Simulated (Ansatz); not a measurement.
# Convergence study of C, part 2 of 2

Aim: run C with the default SCF settings, then change one group of settings at a time and see what moves: the number of iterations, the state or the numbers. We look at C: its deposited structure (space group Fd-3m), with 2 atoms per cell. Source: COD entry 9008564; the sample's temperature and pressure aren't taken into account.

Ansatz 0.2.0; DFT PBE, PAW, plane waves, scalar-relativistic. The steps go on from the part before.

## (7) Fixed occupations

File input.yaml:

```yaml
crystal:
  lattice:
    - [0.0, 1.7834, 1.7834]
    - [1.7834, 0.0, 1.7834]
    - [1.7834, 1.7834, 0.0]
  atoms:
    - { symbol: C, position: [0.5, 0.5, 0.5] }
    - { symbol: C, position: [0.75, 0.75, 0.75] }
hamiltonian:
  xc: pbe
  pseudopotentials: { kind: paw }
basis:
  ecutwfc: 420
kpoints:
  mp_grid: { grid: [12, 12, 12] }
scf:
  occupations: { method: fixed }
  lower_state_search: "off"
  max_iter: 60
output:
  forces: true
  stress: true
```

Launch:

```console
ansatz run input.yaml --threads 2 --pin off --max-ram 5120MiB --backend cpu --events-out ev --progress --plain --runs-dir out
```

The log of the run:

```text
[... 20 lines as in an earlier run ...]
SCF iter   1: F=—  HF=-501.615490 eV  |F-HF|=—  |Δ(HF+E_count)|=         —  Δρ=1.77e-3  dr2=9.59e-5  ethr=1.77e-3  ⟨swp⟩=3.9  Hψ=3406  notcnv=0  defer=113
preconditioner: auto → none  [insulator: Δε(μ)=4.168 eV  Ē_g=19.631 eV  n_scr=0 (ndim 8)  ℏωp=31.2 eV  f_vac=0.000  ε∞_Penn≈3.5]
SCF iter   2: F=—  HF=-501.615532 eV  |F-HF|=—  |Δ(HF+E_count)|=   4.21e-5  Δρ=8.75e-4  dr2=2.09e-5  ethr=1.20e-6  ⟨swp⟩=2.2  Hψ=1432  notcnv=0  defer=122
SCF iter   3: F=—  HF=-501.615586 eV  |F-HF|=—  |Δ(HF+E_count)|=   5.43e-5  Δρ=9.07e-5  dr2=6.13e-7  ethr=2.61e-7  ⟨swp⟩=2.1  Hψ=929  notcnv=0  defer=143
iter 4 did not close the SCF: its close was put off for the readings that it lacked (scf_convergence_deferred on its scf_iter line)
SCF iter   4: F=-501.615586 eV  HF=-501.615586 eV  |F-HF|=8.93e-10  |Δ(HF+E_count)|=   4.33e-9  Δρ=2.36e-5  dr2=3.41e-8  ethr=7.66e-9  ⟨swp⟩=2.0  Hψ=857  notcnv=0  defer=143
iter 5 did not close the SCF: its close was put off for the readings that it lacked (scf_convergence_deferred on its scf_iter line)
SCF iter   5: F=-501.615586 eV  HF=-501.615586 eV  |F-HF|=1.08e-10  |Δ(HF+E_count)|=   3.85e-9  Δρ=5.52e-6  dr2=1.89e-9  ethr=4.26e-10  ⟨swp⟩=2.2  Hψ=855  notcnv=0  defer=143
SCF iter   6: F=-501.615586 eV  HF=-501.615586 eV  |F-HF|=5.00e-12  |Δ(HF+E_count)|=  1.75e-10  Δρ=6.67e-7  dr2=2.98e-11  ethr=2.37e-11  ⟨swp⟩=1.1  Hψ=1758  notcnv=0
SCF 1 converged in 6 iterations: F = -501.615586 eV  dr2 = 2.98e-11
SCF converged after 6 iterations
Free energy (F): -501.615586 eV
Harris-Foulkes:  -501.615586 eV  (|F-HF|=5.00e-12)
Internal energy: -501.615586 eV  (E = F + TS)
E sigma→0 (E₀):  -501.615586 eV
Fermi energy:    13.315563 eV
--- Per-component energies (eV) ---
  E_band       = 34.701732
  E_kinetic    = 184.531537
  E_local      = -122.404148  (includes V_loc(G=0)·N_el)
  E_nonlocal   = 53.317164
  E_hartree    = 26.769229
  E_xc         = -97.430271
  E_vxc        = -120.955614  (∫ρ·V_xc dr)
  E_paw        = -198.443604  (= ΣΔE_a)
  E_vpaw       = -13.325638  (= ΣTr[D̂ρ^β])
  E_aug_tail   = 0.000018  (compensation charges beyond the density's cutoff)
  E_ewald      = -347.955510
  E_smearing   = -0.000000  (= −TS)
  E_closure    = 0.000000  (closes the sum)
  Σ components = -501.615586   (vs F -501.615586, Δ=0.00e0)
--- Forces (eV/Å), atoms counted from 1 ---
  atom   1  C      0.00000000    -0.00000000     0.00000000
  atom   2  C      0.00000000    -0.00000000    -0.00000000
  max |Σ_I F_I| component: 1.11e-16 eV/Å
--- Stress (GPa, compression-positive) ---
        1.759486      -0.000000       0.000000
       -0.000000       1.759486      -0.000000
        0.000000      -0.000000       1.759486
  P = ⅓ Tr σ = 1.7595 GPa (17.595 kbar)
```

It took 0.41 s on 2 threads of Arm Neoverse V1, shared host; peak memory 0.23 GiB.

6 iterations, as in the default run; free energy unchanged, zero-width estimate unchanged.

## (8) Direct minimisation

input.yaml, as its differences from that of step 7:

```diff
@@ -16,5 +16,6 @@
 scf:
-  occupations: { method: fixed }
+  occupations: { method: fermi_dirac, width: 0.1 }
   lower_state_search: "off"
-  max_iter: 60
+  algorithm: direct_min
+  max_iter: 150
 output:
```

Launch:

```console
ansatz run input.yaml --threads 2 --pin off --max-ram 5120MiB --backend cpu --events-out ev --progress --plain --runs-dir out
```

The log of the run:

```text
[... 20 lines as in an earlier run ...]
SCF iter   1: F=—  HF=-501.615390 eV  |F-HF|=—  |Δ(HF+E_count)|=         —  Δρ=1.81e-3  dr2=1.09e-4  ethr=1.77e-3  ⟨swp⟩=5.1  Hψ=2484  notcnv=0
preconditioner: auto → none  [insulator: Δε(μ)=4.168 eV  Ē_g=19.631 eV  σ=0.100 eV  W_gap=1.00  n_scr=0 (ndim 8)  ℏωp=31.2 eV  f_vac=0.000  D(μ)=0.00/eV (n_scr^D=0)  ε∞_Penn≈3.5]
iter 2 solved again at ethr=5.09e-8 eV; its pass at ethr=1.36e-6 eV (dr2=4.07e-6 eV) is discarded
SCF iter   2: F=—  HF=-501.615587 eV  |F-HF|=—  |Δ(HF+E_count)|=   1.98e-4  Δρ=2.35e-4  dr2=4.06e-6  ethr=5.09e-8  ⟨swp⟩=2.0  Hψ=2010  notcnv=0
SCF iter   3: F=—  HF=-501.615586 eV  |F-HF|=—  |Δ(HF+E_count)|=   1.38e-6  Δρ=2.67e-5  dr2=5.11e-8  ethr=5.08e-8  ⟨swp⟩=2.2  Hψ=882  notcnv=0
SCF iter   4: F=-501.615586 eV  HF=-501.615586 eV  |F-HF|=2.34e-11  |Δ(HF+E_count)|=   8.45e-9  Δρ=9.62e-7  dr2=3.40e-11  ethr=6.39e-10  ⟨swp⟩=2.1  Hψ=873  notcnv=0
SCF 1 converged in 4 iterations: F = -501.615586 eV  dr2 = 3.40e-11
  Residual-converged pass: ⟨swp⟩=2.9  Hψ=1017  notcnv=0  max |occ|·‖R‖ = 6.5e-6 eV (tolerance 6.7e-6 eV)  dr2=7.08e-11  dr2_onsite=2.30e-12  max |Δocc| = 6.2e-15
SCF converged after 4 iterations
Stability not checked: this state was not tested for a lower state beside it, because a direct minimisation reached the state, and no test of it is asked (direct_minimisation; see scf.lower_state_search)
Free energy (F): -501.615586 eV
Harris-Foulkes:  -501.615586 eV  (|F-HF|=2.34e-11)
Internal energy: -501.615586 eV  (E = F + TS)
E sigma→0 (E₀):  -501.615586 eV
Fermi energy:    15.351783 eV
[... 29 lines left out: energy terms, forces, stress, bands ...]
```

Run time: 0.64 s. Hardware: 2 threads of Arm Neoverse V1, shared host; peak memory 0.24 GiB.

It takes 4 iterations (default 6). Against the default run: the same free energy.

## (9) Linear mixing, β 0.7, Kerker

input.yaml, as its differences from that of step 8:

```diff
@@ -18,4 +18,5 @@
   lower_state_search: "off"
-  algorithm: direct_min
-  max_iter: 150
+  algorithm: density_mixing
+  max_iter: 60
+  mixing: { algorithm: anderson, ndim: 1, beta: 0.7, preconditioner: kerker }
 output:
```

Launch:

```console
ansatz run input.yaml --threads 2 --pin off --max-ram 5120MiB --backend cpu --events-out ev --progress --plain --runs-dir out
```

The log of the run:

```text
[... 20 lines as in an earlier run ...]
SCF iter   1: F=—  HF=-501.615432 eV  |F-HF|=—  |Δ(HF+E_count)|=         —  Δρ=1.75e-3  dr2=9.15e-5  ethr=1.77e-3  ⟨swp⟩=4.6  Hψ=3714  notcnv=0
SCF iter   2: F=—  HF=-501.615563 eV  |F-HF|=—  |Δ(HF+E_count)|=   1.31e-4  Δρ=7.31e-4  dr2=2.22e-5  ethr=1.14e-6  ⟨swp⟩=2.1  Hψ=1421  notcnv=0
SCF iter   3: F=—  HF=-501.615583 eV  |F-HF|=—  |Δ(HF+E_count)|=   1.97e-5  Δρ=2.91e-4  dr2=3.87e-6  ethr=2.77e-7  ⟨swp⟩=2.0  Hψ=781  notcnv=0
SCF iter   4: F=—  HF=-501.615586 eV  |F-HF|=—  |Δ(HF+E_count)|=   2.72e-6  Δρ=1.19e-4  dr2=7.19e-7  ethr=4.84e-8  ⟨swp⟩=2.0  Hψ=806  notcnv=0
SCF iter   5: F=—  HF=-501.615586 eV  |F-HF|=—  |Δ(HF+E_count)|=   4.05e-7  Δρ=5.05e-5  dr2=1.43e-7  ethr=8.98e-9  ⟨swp⟩=2.0  Hψ=766  notcnv=0
SCF iter   6: F=-501.615586 eV  HF=-501.615586 eV  |F-HF|=9.94e-9  |Δ(HF+E_count)|=   6.46e-8  Δρ=2.22e-5  dr2=3.04e-8  ethr=1.25e-9  ⟨swp⟩=4.0  Hψ=1642  notcnv=0
SCF 1 converged in 6 iterations: F = -501.615586 eV  dr2 = 3.04e-8
SCF converged after 6 iterations
[... 1 line as in an earlier run ...]
Free energy (F): -501.615586 eV
Harris-Foulkes:  -501.615586 eV  (|F-HF|=9.94e-9)
Internal energy: -501.615586 eV  (E = F + TS)
E sigma→0 (E₀):  -501.615586 eV
Fermi energy:    15.351637 eV
[... 24 lines left out: energy terms, forces, stress ...]
```

Run time: 0.41 s. Hardware: 2 threads of Arm Neoverse V1, shared host; peak memory 0.23 GiB.

6 iterations, as in the default run; the same free energy.

## (10) One k-point (Gamma), no switch to direct minimisation

input.yaml, as its differences from that of step 9:

```diff
@@ -14,3 +14,3 @@
 kpoints:
-  mp_grid: { grid: [12, 12, 12] }
+  mp_grid: { grid: [1, 1, 1] }
 scf:
@@ -20,3 +20,3 @@
   max_iter: 60
-  mixing: { algorithm: anderson, ndim: 1, beta: 0.7, preconditioner: kerker }
+  mixing: {}
 output:
```

Launch:

```console
ansatz run input.yaml --threads 2 --pin off --max-ram 5120MiB --backend cpu --events-out ev --progress --plain --runs-dir out
```

The log of the run:

```text
[... 13 lines as in an earlier run ...]
k-points: 1
[... 6 lines as in an earlier run ...]
SCF iter   1: F=—  HF=-472.762465 eV  |F-HF|=—  |Δ(HF+E_count)|=         —  Δρ=1.86e-1  dr2=2.36e0  ethr=1.77e-3  ⟨swp⟩=4.0  Hψ=50  notcnv=0
preconditioner: auto → none  [insulator: Δε(μ)=5.597 eV  Ē_g=12.886 eV  σ=0.100 eV  W_gap=1.00  n_scr=0 (ndim 8)  ℏωp=31.2 eV  f_vac=0.000  D(μ)=0.00/eV (n_scr^D=0)  ε∞_Penn≈6.9]
SCF iter   2: F=—  HF=-471.911599 eV  |F-HF|=—  |Δ(HF+E_count)|=   8.51e-1  Δρ=7.84e-2  dr2=3.90e-1  ethr=1.77e-3  ⟨swp⟩=2.0  Hψ=23  notcnv=0
SCF iter   3: F=—  HF=-471.776536 eV  |F-HF|=—  |Δ(HF+E_count)|=   1.35e-1  Δρ=5.93e-3  dr2=9.95e-4  ethr=1.77e-3  ⟨swp⟩=2.0  Hψ=16  notcnv=0
SCF iter   4: F=—  HF=-471.777197 eV  |F-HF|=—  |Δ(HF+E_count)|=   6.61e-4  Δρ=2.20e-4  dr2=1.69e-6  ethr=1.24e-5  ⟨swp⟩=3.0  Hψ=12  notcnv=0
SCF iter   5: F=—  HF=-471.777194 eV  |F-HF|=—  |Δ(HF+E_count)|=   3.00e-6  Δρ=2.65e-5  dr2=3.09e-8  ethr=2.11e-8  ⟨swp⟩=2.0  Hψ=12  notcnv=0
SCF iter   6: F=-471.777194 eV  HF=-471.777194 eV  |F-HF|=1.31e-11  |Δ(HF+E_count)|=   5.70e-8  Δρ=8.86e-7  dr2=3.90e-11  ethr=3.86e-10  ⟨swp⟩=2.0  Hψ=28  notcnv=0
SCF 1 converged in 6 iterations: F = -471.777194 eV  dr2 = 3.90e-11
SCF converged after 6 iterations
Free energy (F): -471.777194 eV
Harris-Foulkes:  -471.777194 eV  (|F-HF|=1.31e-11)
Internal energy: -471.777194 eV  (E = F + TS)
E sigma→0 (E₀):  -471.777194 eV
Fermi energy:    17.859106 eV
--- Per-component energies (eV) ---
  E_band       = 77.430061
  E_kinetic    = 239.502442
  E_local      = -156.722490  (includes V_loc(G=0)·N_el)
  E_nonlocal   = 53.543030
  E_hartree    = 40.733108
  E_xc         = -96.982388
  E_vxc        = -120.193687  (∫ρ·V_xc dr)
  E_paw        = -203.895421  (= ΣΔE_a)
  E_vpaw       = -20.165422  (= ΣTr[D̂ρ^β])
  E_aug_tail   = 0.000037  (compensation charges beyond the density's cutoff)
  E_ewald      = -347.955510
  E_smearing   = -0.000000  (= −TS)
  E_closure    = 0.000000  (closes the sum)
  Σ components = -471.777194   (vs F -471.777194, Δ=0.00e0)
--- Forces (eV/Å), atoms counted from 1 ---
  atom   1  C      0.00000000     0.00000000     0.00000000
  atom   2  C      0.00000000     0.00000000    -0.00000000
  max |Σ_I F_I| component: 5.51e-25 eV/Å
--- Stress (GPa, compression-positive) ---
      329.705221       0.000000      -0.000000
       -0.000000     329.705221       0.000000
       -0.000000      -0.000000     329.705221
  P = ⅓ Tr σ = 329.7052 GPa (3297.052 kbar)
```

It took 0.2 s on 2 threads of Arm Neoverse V1, shared host; peak memory 0.23 GiB.

The count stays at 6. Against the default run: free energy shifted by +14919 meV/atom, pressure 329.7 GPa against 1.8.

This setting is poor on purpose, so its numbers aren't to be taken as properties of the material.

## (11) Broyden, β 0.5, preconditioner Kerker scaled by the density of states

input.yaml, as its differences from that of step 10:

```diff
@@ -14,3 +14,3 @@
 kpoints:
-  mp_grid: { grid: [1, 1, 1] }
+  mp_grid: { grid: [12, 12, 12] }
 scf:
@@ -20,3 +20,3 @@
   max_iter: 60
-  mixing: {}
+  mixing: { algorithm: broyden, beta: 0.5, preconditioner: kerker_dos }
 output:
```

Launch:

```console
ansatz run input.yaml --threads 2 --pin off --max-ram 5120MiB --backend cpu --events-out ev --progress --plain --runs-dir out
```

The log of the run:

```text
[... 20 lines as in an earlier run ...]
SCF iter   1: F=—  HF=-501.615432 eV  |F-HF|=—  |Δ(HF+E_count)|=         —  Δρ=1.75e-3  dr2=9.15e-5  ethr=1.77e-3  ⟨swp⟩=4.6  Hψ=3714  notcnv=0
SCF iter   2: F=—  HF=-501.615533 eV  |F-HF|=—  |Δ(HF+E_count)|=   1.00e-4  Δρ=8.85e-4  dr2=2.23e-5  ethr=1.14e-6  ⟨swp⟩=2.1  Hψ=1411  notcnv=0  κ⁻¹=1.0e0(r=1)
SCF iter   3: F=—  HF=-501.615586 eV  |F-HF|=—  |Δ(HF+E_count)|=   5.37e-5  Δρ=1.25e-4  dr2=1.13e-6  ethr=2.79e-7  ⟨swp⟩=2.1  Hψ=854  notcnv=0  κ⁻¹=1.7e-2(r=2)
SCF iter   4: F=—  HF=-501.615586 eV  |F-HF|=—  |Δ(HF+E_count)|=   5.24e-7  Δρ=8.30e-5  dr2=2.66e-7  ethr=1.42e-8  ⟨swp⟩=1.6  Hψ=676  notcnv=0  κ⁻¹=1.2e-3(r=3)
SCF iter   5: F=-501.615586 eV  HF=-501.615586 eV  |F-HF|=2.31e-9  |Δ(HF+E_count)|=   3.93e-7  Δρ=3.81e-6  dr2=3.59e-10  ethr=1.25e-9  ⟨swp⟩=4.0  Hψ=1728  notcnv=0
SCF 1 converged in 5 iterations: F = -501.615586 eV  dr2 = 3.59e-10
SCF converged after 5 iterations
[... 1 line as in an earlier run ...]
Free energy (F): -501.615586 eV
Harris-Foulkes:  -501.615586 eV  (|F-HF|=2.31e-9)
Internal energy: -501.615586 eV  (E = F + TS)
E sigma→0 (E₀):  -501.615586 eV
Fermi energy:    15.351802 eV
[... 24 lines left out: energy terms, forces, stress ...]
```

It took 0.39 s on 2 threads of Arm Neoverse V1, shared host; peak memory 0.23 GiB.

5 iterations against 6; the same free energy.

## (12) Comparison

```tsv
step	settings	iterations	time	against the default run
2	default SCF settings	6	0.53 s	reference
3	Broyden, β 0.3, preconditioner local Kerker	4	0.37 s	the same free energy
4	tetrahedron occupations	5	0.41 s	free energy unchanged, zero-width estimate unchanged
5	linear mixing, β 0.2, no preconditioner	16	0.57 s	the same free energy
6	cutoff 520 eV	6	0.48 s	free energy shifted by -3.3 meV/atom
7	fixed occupations	6	0.41 s	free energy unchanged, zero-width estimate unchanged
8	direct minimisation	4	0.64 s	the same free energy
9	linear mixing, β 0.7, Kerker	6	0.41 s	the same free energy
10	one k-point (Gamma), no switch to direct minimisation	6	0.2 s	free energy shifted by +14919 meV/atom, pressure 329.7 GPa against 1.8
11	Broyden, β 0.5, preconditioner Kerker scaled by the density of states	5	0.39 s	the same free energy
```

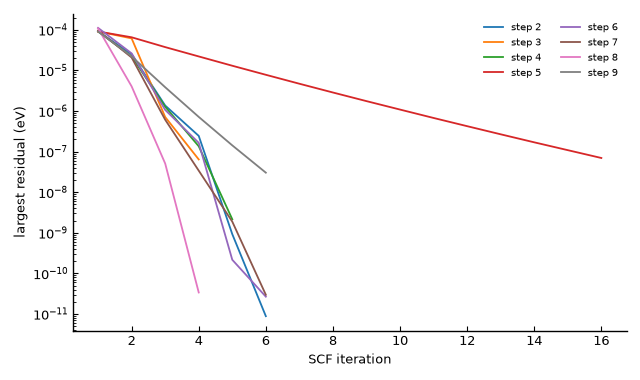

Residual along the iterations (8 of the 10 runs).

## (13) Outcome

What follows sums up all 2 parts.

```
                                                                                             quantity                                                                    value
                                                                                          default run                        6 iterations, with a gap of 4.16 eV on the k-mesh
fewest iterations to that state among the runs shown (an iteration of direct minimisation costs more)                          4 (Broyden, β 0.3, preconditioner local Kerker)
                                                                                most iterations to it                             16 (linear mixing, β 0.2, no preconditioner)
                                          runs that end in another state, among changes of path alone                                                                        0
                               largest shift of the free energy by occupations, cutoff, mesh or field  +14919 meV/atom (one k-point (Gamma), no switch to direct minimisation)
```

What this shows: 6 runs solve the same problem and reach the default's state, in 4 to 16 iterations: there the settings change the path, not the answer. Occupations, cutoff, mesh and fields change the problem that is solved, not just the path; the largest shift here is that of “one k-point (Gamma), no switch to direct minimisation”. Other settings tried on this cell gave no result: Broyden, β 3.0, history 8 (input refused). Counts include iterations that the program adds to test a close, so a difference of one or two ranks nothing. The starting density is a sum of atomic densities corrected by a trained network, so it is already close to self-consistency.

These are semilocal Kohn-Sham gaps, which aren't the measured quantity. Such gaps usually fall short of the measured ones.
